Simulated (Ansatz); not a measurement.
# Mg2C (model cell, started as cuprite): a soft mode frozen in, part 2 of 2

Aim: this structure of Mg2C (model cell, started as cuprite) is to be tested for unstable modes, and one is followed downhill.

Ansatz 0.2.0; DFT PBE, scalar-relativistic, plane waves, PAW.

So far, highest frequency on the path or at a solved wavevector (cm⁻¹): step 2 (the dispersion) 626. Also lowest frequency on the path (cm⁻¹): step 2 -54.6.

The structure was built from a prototype and need not be the compound's stable phase.

## Step 4: The mode frozen in, largest atomic shift 0.14 Å

The atoms are moved along the unstable eigenvector, the largest shift by 0.14 Å, with the cell fixed.

Input file input.yaml:

```yaml
crystal:
  lattice:
    - [4.8390002607, 4.8390002607, 0.0]
    - [4.8390002607, 0.0, 4.8390002607]
    - [4.8390002607, 0.0, -4.8390002607]
  atoms:
    - { symbol: C, position: [0.0, 0.0, 0.0] }
    - { symbol: C, position: [0.0, 0.5, 0.5] }
    - { symbol: C, position: [0.5, 0.25, 0.75] }
    - { symbol: C, position: [0.5, 0.75, 0.25] }
    - { symbol: Mg, position: [0.2736225491, 0.1013774509, 0.8631887254] }
    - { symbol: Mg, position: [0.2263774509, 0.6486225491, 0.3868112746] }
    - { symbol: Mg, position: [0.7263774509, 0.1368112746, 0.8986225491] }
    - { symbol: Mg, position: [0.7736225491, 0.6131887254, 0.3513774509] }
    - { symbol: Mg, position: [0.2736225491, 0.625, 0.8631887254] }
    - { symbol: Mg, position: [0.2263774509, 0.125, 0.3868112746] }
    - { symbol: Mg, position: [0.7263774509, 0.1368112746, 0.375] }
    - { symbol: Mg, position: [0.7736225491, 0.6131887254, 0.875] }
kpoints:
  mp_grid: { grid: [6, 6, 6] }
hamiltonian:
  xc: pbe
scf:
  occupations: { method: methfessel_paxton, width: 0.15 }
output:
  forces: true
  stress: true
  eigenvalues: true
```

On the command line:

```sh
$ ansatz run input.yaml --threads 8 --pin off --max-ram 14336MiB --backend cpu --events-out ev --progress --plain --runs-dir out
```

Numbers of over 12 decimals in the logs are rounded to 6 here.

The program printed:

```text
[...]
Crystal: 12 atoms, lattice volume = 226.619 Å³
Basis set: ecut = 420 eV, 4477 PW (Γ), exchange–correlation on 96×96×96 points (8 copies of the dense FFT grid, shifted against one another)
Bands: 60, of which v1, the nominal top of the filled ones, is band 48 counted from 1 (47 counted from 0)
Symmetry: 16 space group operations
[...]
k-points: 30 of 216
[...]
k-point 0: bands = [... 44 lower, 2.7811, 3.7194, 4.4244, 4.4346, 4.4346, 5.1893, 5.2185, 8.3540, ... 6 higher]
  k-point 1: bands = [... 44 lower, 3.1180, 3.1418, 4.3792, 4.3843, 5.0028, 5.5582, 5.5855, 7.9443, ... 6 higher]
  k-point 2: bands = [... 44 lower, 3.4665, 3.8739, 4.1970, 4.2107, 5.7987, 6.3846, 6.4112, 7.4034, ... 6 higher]
  k-point 29: bands = [... 44 lower, 3.7757, 3.7757, 4.1258, 4.1258, 5.5162, 5.5162, 6.6948, 6.6948, ... 6 higher]
[key lines of the parts left out:]
SCF converged after 6 iterations
Free energy (F): -16386.449548 eV
Fermi energy:    4.446647 eV
P = ⅓ Tr σ = -0.3199 GPa (-3.199 kbar)
```

Run time: 2.5 s. Hardware: 8 threads of Arm Neoverse V1, shared host; peak memory 0.97 GiB.

This step gave:

```yaml
pressure: -0.3199 GPa
energy_from_the_undistorted_cell: -0.446 meV/atom
```

The energy, extrapolated to zero smearing, is -0.45 meV/atom against the undistorted cell.

The run ends at a pressure of -0.32 GPa, with forces up to 0.0090 eV/Å.

## Step 5: Energy along the mode, all amplitudes (two of the runs are shown above)

An imaginary frequency means negative curvature, so the energy should fall and then rise again as anharmonic terms take over.

Numbers from this step:

```yaml
depth_at_the_lowest_point_sampled: 0.446 meV/atom
largest_atomic_shift_at_that_point: 0.14 Å
```

The energy from the parent by largest atomic shift:

| largest atomic shift (Å) | energy from the parent (meV/atom) |
| --- | --- |
| 0.000 | 0 |
| 0.040 | -0.053 |
| 0.080 | -0.194 |
| 0.140 | -0.446 |
| 0.220 | -0.312 |
| 0.320 | 2.30 |
| 0.450 | 14.8 |

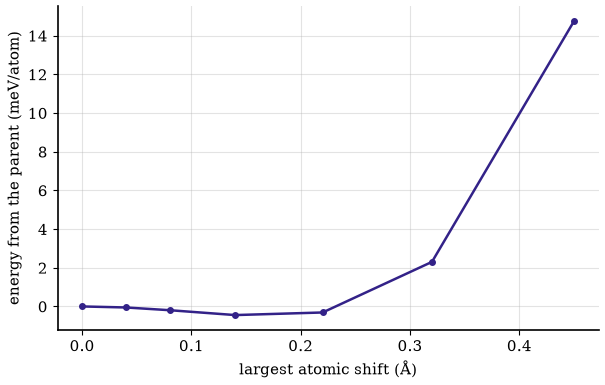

Energy from the parent, plotted against largest atomic shift.

Displacement at unit largest shift by atom:

| atom | x (Å) | y (Å) | z (Å) | size |
| --- | --- | --- | --- | --- |
| C1 | 0.000 | 0.000 | 0.000 | 0.000 |
| C2 | 0.000 | 0.000 | 0.000 | 0.000 |
| C3 | 0.000 | 0.000 | 0.000 | 0.000 |
| C4 | 0.000 | 0.000 | 0.000 | 0.000 |
| Mg5 | -0.408 | 0.816 | -0.408 | 0.999 |
| Mg6 | 0.408 | -0.816 | 0.408 | 0.999 |
| Mg7 | 0.408 | -0.816 | -0.408 | 0.999 |
| Mg8 | -0.408 | 0.816 | 0.408 | 0.999 |
| Mg9 | 0.408 | 0.816 | 0.408 | 0.999 |
| Mg10 | -0.408 | -0.816 | -0.408 | 0.999 |
| Mg11 | -0.408 | -0.816 | 0.408 | 0.999 |
| Mg12 | 0.408 | 0.816 | -0.408 | 0.999 |

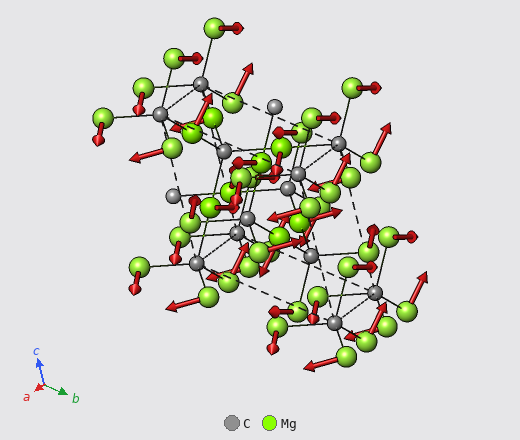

Displacement at unit largest shift as arrows, the longest 0.999 Å. Some periodic images of atoms are drawn too.

The lowest of the steps tried is at 0.14 Å, 0.446 meV/atom below the parent; the bottom of the well need not coincide with a step.

## Step 6: Relaxation from the frozen mode

Starting from the lowest point found, all atoms and the cell are let go, so that strain and other modes of the same symmetry can join in.

Edit input.yaml of step 4 so:

```diff
@@ -28 +28,6 @@
   eigenvalues: true
+relax:
+  adjacent_minimum: "off"
+  f_tol: 0.002
+  max_steps: 120
+  cell: { stress_tol: 0.03 }
```

The program printed:

```text
[...]
Crystal: 12 atoms, lattice volume = 226.619 Å³
Basis set: ecut = 420 eV, 4477 PW (Γ), exchange–correlation on 96×96×96 points (8 copies of the dense FFT grid, shifted against one another)
Bands: 60, of which v1, the nominal top of the filled ones, is band 48 counted from 1 (47 counted from 0)
Symmetry: 16 space group operations
[...]
k-points: 30 of 216
[...]
SCF iter   1: F=—  HF=-16386.455746 eV  |F-HF|=—  |Δ(HF+E_count)|=         —  Δρ=3.01e-3  dr2=3.87e-2  ethr=1.77e-3  ⟨swp⟩=7.2  Hψ=7755  notcnv=0
[...]
SCF iter   6: F=-16386.449548 eV  HF=-16386.449548 eV  |F-HF|=9.68e-10  |Δ(HF+E_count)|=   1.23e-7  S|Δr|=    0.00e0  Δρ=2.31e-6  dr2=6.88e-9  ethr=1.04e-10  ⟨swp⟩=8.8  Hψ=7334  notcnv=0
SCF 1 converged in 6 iterations: F = -16386.449548 eV  dr2 = 6.88e-9
[...]
relax step   1: F+E_penalty+E_count = -16386.44954847 eV  Δ(F+E_penalty+E_count) = +0.000e0 eV  max|allowed force component| = 7.839e-3 eV/Å  Δτ_max = 0.0000 Å  P = -0.320 GPa  Ω = 226.619 Å³  (6 SCF iters, dr2 threshold 1.00e-7 eV, accepted)
Crystal: 12 atoms, lattice volume = 225.683 Å³
Basis set: ecut = 420 eV, 4413 PW (Γ), exchange–correlation on 96×96×96 points (8 copies of the dense FFT grid, shifted against one another)
[...]
SCF iter   4: F=-16386.458524 eV  HF=-16386.458524 eV  |F-HF|=2.48e-7  |Δ(HF+E_count)|=   5.17e-6  S|Δr|=    0.00e0  Δρ=1.51e-5  dr2=5.21e-7  ethr=1.25e-9  ⟨swp⟩=4.6  Hψ=8074  notcnv=0
SCF 2 converged in 4 iterations: F = -16386.458524 eV  dr2 = 5.21e-7
relax step   2: F+E_penalty+E_count = -16386.45852387 eV  Δ(F+E_penalty+E_count) = -8.975e-3 eV  max|allowed force component| = 1.340e-2 eV/Å  Δτ_max = 0.0041 Å  P = -0.101 GPa  Ω = 225.683 Å³  energy of the carried Pulay correction = +5.186e-4 eV  (4 SCF iters, dr2 threshold 1.20e-6 eV, accepted)
Crystal: 12 atoms, lattice volume = 222.081 Å³
Basis set: ecut = 420 eV, 4323 PW (Γ), exchange–correlation on 96×96×96 points (8 copies of the dense FFT grid, shifted against one another)
[...]
SCF iter   7: F=-16386.537261 eV  HF=-16386.537261 eV  |F-HF|=4.86e-8  |Δ(HF+E_count)|=   6.13e-8  S|Δr|=    0.00e0  Δρ=5.10e-6  dr2=9.71e-8  ethr=6.94e-10  ⟨swp⟩=6.1  Hψ=6733  notcnv=0
SCF 3 converged in 7 iterations: F = -16386.537261 eV  dr2 = 9.71e-8
[...]
relax step   3: F+E_penalty+E_count = -16386.53726128 eV  Δ(F+E_penalty+E_count) = -7.874e-2 eV  max|allowed force component| = 7.930e-2 eV/Å  Δτ_max = 0.0485 Å  P = +0.390 GPa  Ω = 222.081 Å³  energy of the carried Pulay correction = +2.535e-3 eV  (7 SCF iters, dr2 threshold 6.66e-7 eV, accepted)
[... from here on, the SCF cycles and remarks between the steps are left out ...]
relax step   4: F+E_penalty+E_count = -16386.72193683 eV  Δ(F+E_penalty+E_count) = -1.847e-1 eV  max|allowed force component| = 2.034e-1 eV/Å  Δτ_max = 0.0764 Å  P = +0.297 GPa  Ω = 218.531 Å³  energy of the carried Pulay correction = +4.554e-3 eV  (7 SCF iters, dr2 threshold 1.20e-6 eV, accepted)
relax step   5: F+E_penalty+E_count = -16387.03059642 eV  Δ(F+E_penalty+E_count) = -3.087e-1 eV  max|allowed force component| = 3.332e-1 eV/Å  Δτ_max = 0.1071 Å  P = -0.297 GPa  Ω = 214.586 Å³  energy of the carried Pulay correction = +6.836e-3 eV  (6 SCF iters, dr2 threshold 1.20e-6 eV, accepted)
relax step   6: F+E_penalty+E_count = -16387.36206184 eV  Δ(F+E_penalty+E_count) = -3.315e-1 eV  max|allowed force component| = 2.758e-1 eV/Å  Δτ_max = 0.1470 Å  P = -0.923 GPa  Ω = 209.519 Å³  energy of the carried Pulay correction = +9.828e-3 eV  (7 SCF iters, dr2 threshold 1.20e-6 eV, accepted)
relax step   7: F+E_penalty+E_count = -16387.64802349 eV  Δ(F+E_penalty+E_count) = -2.860e-1 eV  max|allowed force component| = 4.113e-1 eV/Å  Δτ_max = 0.1992 Å  P = +0.168 GPa  Ω = 200.252 Å³  energy of the carried Pulay correction = +1.548e-2 eV  (6 SCF iters, dr2 threshold 1.20e-6 eV, accepted)
relax step   8: F+E_penalty+E_count = -16387.48605719 eV  Δ(F+E_penalty+E_count) = +1.620e-1 eV  max|allowed force component| = 5.128e-1 eV/Å  Δτ_max = 0.1943 Å  P = +0.580 GPa  Ω = 195.636 Å³  energy of the carried Pulay correction = +1.839e-2 eV  (7 SCF iters, dr2 threshold 1.20e-6 eV, rejected (line search))
relax step   9: F+E_penalty+E_count = -16387.26402756 eV  Δ(F+E_penalty+E_count) = +3.840e-1 eV  max|allowed force component| = 7.756e-1 eV/Å  Δτ_max = 0.0844 Å  P = +7.329 GPa  Ω = 185.927 Å³  energy of the carried Pulay correction = +2.473e-2 eV  (11 SCF iters, rejected (line search))
relax step  10: F+E_penalty+E_count = -16387.76137297 eV  Δ(F+E_penalty+E_count) = -1.133e-1 eV  max|allowed force component| = 5.410e-2 eV/Å  Δτ_max = 0.0480 Å  P = +0.209 GPa  Ω = 199.198 Å³  energy of the carried Pulay correction = +1.614e-2 eV  (11 SCF iters, accepted)
relax step  11: F+E_penalty+E_count = -16387.76426321 eV  Δ(F+E_penalty+E_count) = -2.890e-3 eV  max|allowed force component| = 2.400e-2 eV/Å  Δτ_max = 0.0213 Å  P = -0.040 GPa  Ω = 199.401 Å³  energy of the carried Pulay correction = +1.602e-2 eV  (6 SCF iters, dr2 threshold 2.66e-7 eV, accepted)
relax step  12: F+E_penalty+E_count = -16387.76509178 eV  Δ(F+E_penalty+E_count) = -8.286e-4 eV  max|allowed force component| = 1.128e-3 eV/Å  Δτ_max = 0.0068 Å  P = -0.001 GPa  Ω = 199.467 Å³  energy of the carried Pulay correction = +1.597e-2 eV  (5 SCF iters, dr2 threshold 5.63e-8 eV, accepted)
relax step  13: F+E_penalty+E_count = -16387.76755793 eV  Δ(F+E_penalty+E_count) = -2.466e-3 eV  max|allowed force component| = 1.249e-3 eV/Å  Δτ_max = 0.0000 Å  P = +0.003 GPa  Ω = 199.467 Å³  stress off target by 7.87e-2 GPa  SCF on the basis re-selected at this cell (its energy is not comparable with the rows above)  (6 SCF iters)
relax step  14: F+E_penalty+E_count = -16387.76763212 eV  Δ(F+E_penalty+E_count) = -7.419e-5 eV  max|allowed force component| = 4.935e-4 eV/Å  Δτ_max = 0.0002 Å  P = +0.014 GPa  Ω = 199.455 Å³  energy of the carried Pulay correction = +8.662e-6 eV  (5 SCF iters, dr2 threshold 1.55e-8 eV, accepted)
[...]
SCF iter   5: F=-16387.767626 eV  HF=-16387.767626 eV  |F-HF|=0.00e0  |Δ(HF+E_count)|=  1.82e-10  S|Δr|=    0.00e0  Δρ=5.68e-8  dr2=8.41e-12  ethr=1.00e-12  ⟨swp⟩=4.0  Hψ=5272  notcnv=0
SCF 15 converged in 5 iterations: F = -16387.767626 eV  dr2 = 8.41e-12
relax step  15: F+E_penalty+E_count = -16387.76762628 eV  Δ(F+E_penalty+E_count) = +5.844e-6 eV  max|allowed force component| = 4.951e-4 eV/Å  Δτ_max = 0.0000 Å  P = +0.014 GPa  Ω = 199.455 Å³  stress off target by 1.48e-2 GPa  SCF on the basis re-selected at this cell (its energy is not comparable with the rows above)  (5 SCF iters)
basis re-selected at this cell: Δ(F+E_penalty+E_count) = +5.844e-6 eV, ΔP = +0.000 GPa vs the last step (what re-selecting the basis moved, of the pressure what is left beyond the Pulay correction that the steps carried, after the strain that the cell walked since its last selection, with what the two solves' SCF thresholds leave and, on support functions, any second-order correction that the steps lacked; it is no m [...]
SCF converged after 5 iterations
[...]
Free energy (F): -16387.767626 eV
[...]
Internal energy: -16387.772941 eV  (E = F + TS)
E sigma→0 (E₀):  -16387.768955 eV
Entropy (-TS):   0.005315 eV (0.443 meV/atom)
Fermi energy:    5.807559 eV
[...]
--- Forces (eV/Å), atoms counted from 1 ---
  atom   1  C     -0.00000000     0.00000000     0.00000000
  atom   2  C      0.00000000    -0.00000000     0.00000000
  atom   3  C     -0.00000000     0.00000000    -0.00000000
  atom   4  C      0.00000000    -0.00000000     0.00000000
  atom   5  Mg    -0.00049510    -0.00048229    -0.00049510
  atom   6  Mg     0.00049510     0.00048229     0.00049510
  atom   7  Mg     0.00049510     0.00048229    -0.00049510
  atom   8  Mg    -0.00049510    -0.00048229     0.00049510
  atom   9  Mg     0.00049510    -0.00048229     0.00049510
  atom  10  Mg    -0.00049510     0.00048229    -0.00049510
  atom  11  Mg    -0.00049510     0.00048229     0.00049510
  atom  12  Mg     0.00049510    -0.00048229    -0.00049510
  max |Σ_I F_I| component: 5.20e-18 eV/Å
--- Stress (GPa, compression-positive) ---
        0.014783       0.000000       0.000000
        0.000000       0.012142       0.000000
        0.000000       0.000000       0.014783
  P = ⅓ Tr σ = 0.0139 GPa (0.139 kbar)
--- Band table (eV; the first three rows and the last of 30) ---
  k-point 0: bands = [... 44 lower, 4.7414, 5.1954, 5.4136, 5.4970, 5.4970, 5.7216, 8.1229, 9.1398, ... 8 higher]
  k-point 1: bands = [... 44 lower, 4.4693, 4.6201, 5.5192, 5.5247, 5.8202, 6.3468, 8.4872, 8.7745, ... 8 higher]
  k-point 2: bands = [... 44 lower, 4.5346, 4.8898, 5.3626, 5.5833, 6.7419, 7.1871, 8.3062, 8.5597, ... 8 higher]
  k-point 29: bands = [... 44 lower, 5.3059, 5.3059, 5.8919, 5.8919, 7.6601, 7.6601, 7.8653, 7.8653, ... 8 higher]
--- Relaxed structure (13 steps of the walk, 11 accepted, 2 SCFs on fresh bases) ---
  F+E_penalty+E_count = -16387.76762628 eV   max|allowed force component| = 4.951e-4 eV/Å   (the final SCF, on the basis selected at the relaxed cell)
  cell:  # Å, volume = 199.4553 Å³
    - [5.051114, 3.908780, 0]
    - [5.051114, 0, 5.051114]
    - [5.051114, 0, -5.051114]
  atoms:
    - { symbol: C, position: [4.212233879850819e-18, -2.7358048282142785e-18, -2.1980728435524712e-18] }
    - { symbol: C, position: [4.212233879850818e-18, 0.5, 0.5] }
    - { symbol: C, position: [0.500000, 0.250000, 0.750000] }
    - { symbol: C, position: [0.500000, 0.750000, 0.250000] }
    - { symbol: Mg, position: [0.389666, 0.00249686, 0.805167] }
    - { symbol: Mg, position: [0.110334, 0.747503, 0.444833] }
    - { symbol: Mg, position: [0.610334, 0.194833, 0.997503] }
    - { symbol: Mg, position: [0.889666, 0.555167, 0.252497] }
    - { symbol: Mg, position: [0.389666, 0.607837, 0.805167] }
    - { symbol: Mg, position: [0.110334, 0.142163, 0.444833] }
    - { symbol: Mg, position: [0.610334, 0.194833, 0.392163] }
    - { symbol: Mg, position: [0.889666, 0.555167, 0.857837] }
```

Wall time 49 s (8 threads); peak memory 1 GiB; 6.2 min of CPU time.

Step by step:

| step | energy less that of the first step (eV) | largest force component (eV/Å) | pressure (GPa) | volume (Å³) |
| --- | --- | --- | --- | --- |
| 1 | 0.0000 | 0.0078 | -0.32 | 226.62 |
| 2 | -0.0090 | 0.0134 | -0.10 | 225.68 |
| 3 | -0.0877 | 0.0793 | 0.39 | 222.08 |
| 4 | -0.2724 | 0.2034 | 0.30 | 218.53 |
| 5 | -0.5810 | 0.3332 | -0.30 | 214.59 |
| 6 | -0.9125 | 0.2758 | -0.92 | 209.52 |
| 7 | -1.1985 | 0.4113 | 0.17 | 200.25 |
| 8 | -1.0365 | 0.5128 | 0.58 | 195.64 |
| 9 | -0.8145 | 0.7756 | 7.33 | 185.93 |
| 10 | -1.3118 | 0.0541 | 0.21 | 199.20 |
| 11 | -1.3147 | 0.0240 | -0.04 | 199.40 |
| 12 | -1.3155 | 0.0011 | 0.00 | 199.47 |
| 13* | -1.3180 | 0.0012 | 0.00 | 199.47 |
| 14 | -1.3181 | 0.0005 | 0.01 | 199.46 |
| 15* | -1.3181 | 0.0005 | 0.01 | 199.46 |

Relaxation steps marked * repeat the geometry before them on a plane-wave basis chosen anew for their cell, so energy and pressure can jump there. Relaxation steps 8, 9 were tried and not accepted.

Forces are held to the 16 operations that the run works with; a distortion that breaks them can't arise in this run.

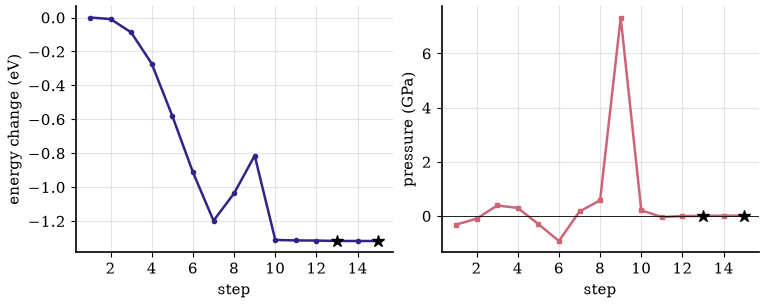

Energy and pressure along the relaxation. Stars mark steps on a basis chosen anew.

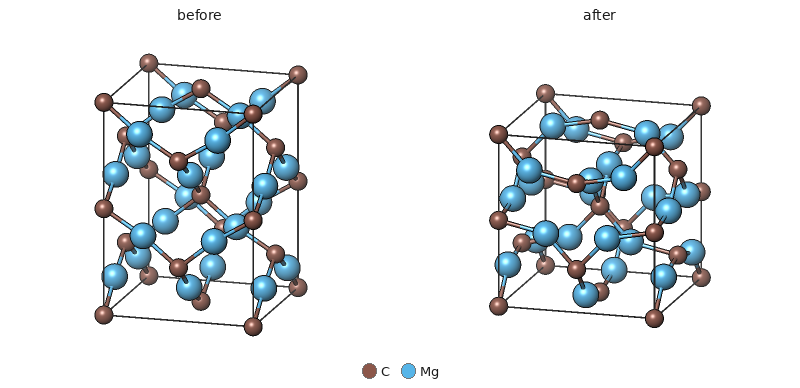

The structure before and after the relaxation, drawn at the same scale.

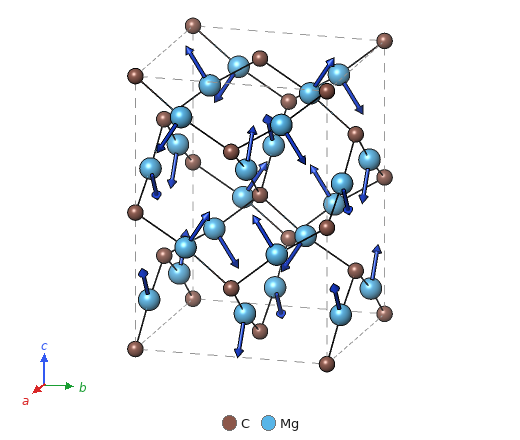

Displacements in the relaxation, exaggerated, measured against the changing cell; the longest in the cell stands for 0.54 Å. Some periodic images of atoms are drawn too.

| cell as run | before | after | change |
| --- | --- | --- | --- |
| a (Å) | 6.843 | 6.387 | -6.7 % |
| b (Å) | 6.843 | 7.143 | +4.4 % |
| c (Å) | 6.843 | 7.143 | +4.4 % |
| β (°) | 60.00 | 56.00 | -6.7 % |
| γ (°) | 60.00 | 56.00 | -6.7 % |
| volume (Å³/atom) | 18.88 | 16.62 | -12.0 % |

The atoms that moved most (Å, as changes of fractional coordinates times the final cell):

| atom | dx | dy | dz | length |
| --- | --- | --- | --- | --- |
| Mg10 | -0.206 | -0.454 | -0.206 | 0.539 |
| Mg9 | 0.206 | 0.454 | 0.206 | 0.539 |
| Mg8 | -0.206 | 0.454 | 0.206 | 0.539 |
| Mg12 | 0.206 | 0.454 | -0.206 | 0.539 |
| Mg7 | 0.206 | -0.454 | -0.206 | 0.539 |
| Mg5 | -0.206 | 0.454 | -0.206 | 0.539 |
| Mg6 | 0.206 | -0.454 | 0.206 | 0.539 |
| Mg11 | -0.206 | -0.454 | 0.206 | 0.539 |

The relaxed structure:

```cif
data_structure
_symmetry_space_group_name_H-M 'P 1'
_symmetry_Int_Tables_number 1
_cell_length_a 6.3869
_cell_length_b 7.1434
_cell_length_c 7.1434
_cell_angle_alpha 90.000
_cell_angle_beta 55.998
_cell_angle_gamma 55.998
_cell_volume 199.46
loop_
_atom_site_label
_atom_site_type_symbol
_atom_site_fract_x
_atom_site_fract_y
_atom_site_fract_z
_atom_site_occupancy
C1 C 0.00000 0.00000 0.00000 1
C2 C 0.00000 0.50000 0.50000 1
C3 C 0.50000 0.25000 0.75000 1
C4 C 0.50000 0.75000 0.25000 1
Mg5 Mg 0.38967 0.00250 0.80517 1
Mg6 Mg 0.11033 0.74750 0.44483 1
Mg7 Mg 0.61033 0.19483 0.99750 1
Mg8 Mg 0.88967 0.55517 0.25250 1
Mg9 Mg 0.38967 0.60784 0.80517 1
Mg10 Mg 0.11033 0.14216 0.44483 1
Mg11 Mg 0.61033 0.19483 0.39216 1
Mg12 Mg 0.88967 0.55517 0.85784 1
```

Numbers from this step:

```
pressure        : 0.01390 GPa
volume per atom : 16.62 Å³
```

The distorted start has space group I4_1/amd; the relaxation ends in I4_1/amd.

## Step 7: The phases reached

The phases reached along the modes that were followed are set side by side.

Energies are those of the first relaxation, on the mesh of the frozen mode; space group, volume and gap are those of the last relaxation. Phases, by row:

| mode frozen in | space group | energy from parent (meV/atom) | volume (Å³/atom) | gap on mesh (eV) | lowest zone-centre optical mode (cm⁻¹) | largest shift (Å) |
| --- | --- | --- | --- | --- | --- | --- |
| parent | Pn-3m | 0 | 18.89 | 0 | – | – |
| q = (0, 0, 0), 55i cm⁻¹ | P4_2/mnm | -395.3 | 15.22 | 0 | 102.7 | 0.59 |
| q = (0, 0, 0), 55i cm⁻¹ | R3m | -40.08 | 16.27 | 0.058 | 93.8 | 0.699 |
| q = (0, 0, 0), 55i cm⁻¹ | Cmme | -242.4 | 15.24 | 0.132 | -110.7 | 0.952 |
| q = (-0.5, -0.5, -0.5), 32i cm⁻¹ | Fm-3m | -385.7 | 13.56 | 0.745 | – | 1.365 |
| q = (-0.5, -0.5, -0.5), 32i cm⁻¹ | I4_1/amd | -110.2 | 16.62 | 0 | – | 0.663 |

## Step 8: Summary of results

```
unstable mode of the parent                                                      : q = (-0.5, -0.5, -0.5), 32i cm⁻¹
depth at the lowest point sampled                                                : 0.446 meV/atom
largest atomic shift at that point                                               : 0.14 Å
space group reached                                                              : I4_1/amd
energy gained over the parent (first relaxation, on the mesh of the frozen mode) : 110 meV/atom
volume per atom, phase reached                                                   : 16.6 Å³
```

What this shows: Along this mode the structure falls into I4_1/amd, 110 meV/atom below the parent. At the parent's cell the well is 0.446 meV/atom deep on the steps tried, with its lowest point at a shift of 0.14 Å. Relaxing atoms and cell changes the gain by +109.77 meV/atom against the lowest step (energies at zero smearing). Most of the total comes from this relaxation. The modes of the phase reached were not computed. So shallow a well is near the error of the k mesh. Of the 5 patterns followed to their end from this parent, this one ends 285 meV/atom above the lowest, P4_2/mnm. Each path keeps the symmetry of its pattern, so a lower phase may lie along a pattern not tried. With no gap, or one that is small against the smearing, the frequencies hang on the k mesh and the smearing, most of all near Kohn anomalies. The volume moved by more than a tenth on the k mesh of the start, so the energy gain is rough. The starting cell was built on a prototype and not taken from a measurement, so the phase need not exist.

[Logs are printed without paths, hosts, clocks, repeated set-up lines and the standing remarks that a program may print on its own settings, such as how far it seeks lower states.]

[Hosts, paths, dates, database ids (printed as entryN), source tags and the programs' standing remarks are cut or masked in the printed files.]
